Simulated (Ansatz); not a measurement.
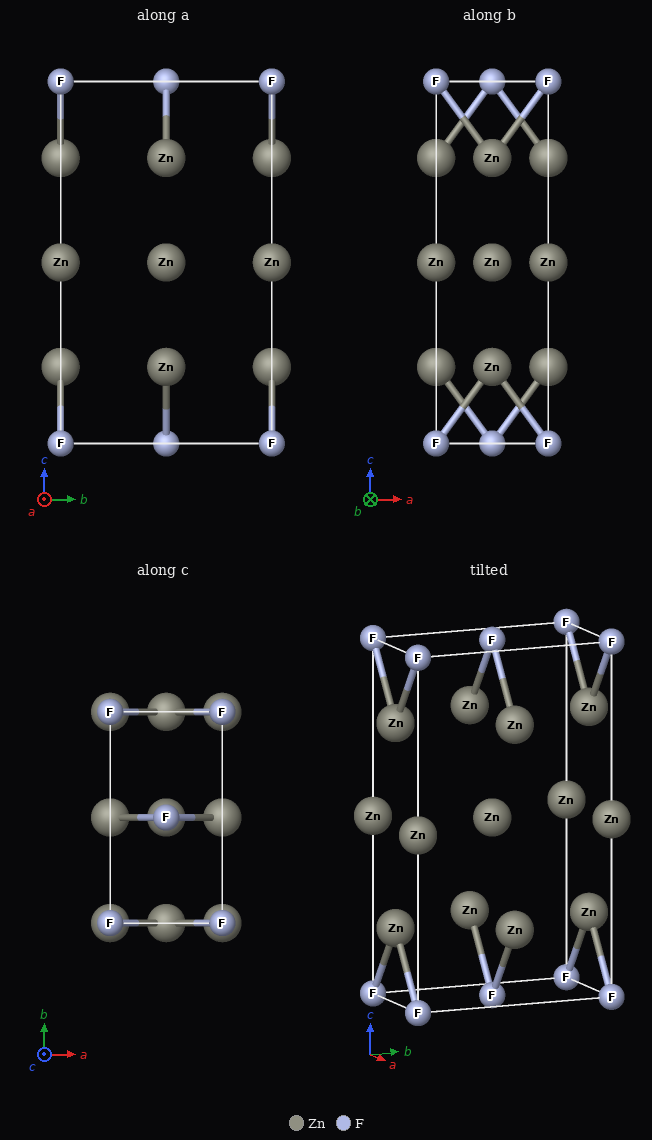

We look at a ball-and-stick model of the crystal along the a axis, along the b axis, along the c axis and slightly off an axis. One conventional unit cell is outlined, and atoms on its boundary appear in each equivalent place.

Lattice parameters: a = 2.670 Å, b = 5.025 Å, c = 8.613 Å, α = 90.00°, β = 90.00°, γ = 90.00°.

Reconstruct the structure as a table of Wyckoff sites, with free fractional coordinates to two decimals.

Space group Cmmm (No. 65).
```tsv
atom	site	x	y	z
Zn	4l	0.50	0.00	0.79
Zn	2d	0.00	0.00	0.50
F	2a	0.00	0.00	0.00
```

Origin of the cell: a structure type filled with these elements by a generator (whether the compound takes this form wasn't checked). Earlier steps of the study may have refined or changed the cell and positions. A calculation with Ansatz used it as input.
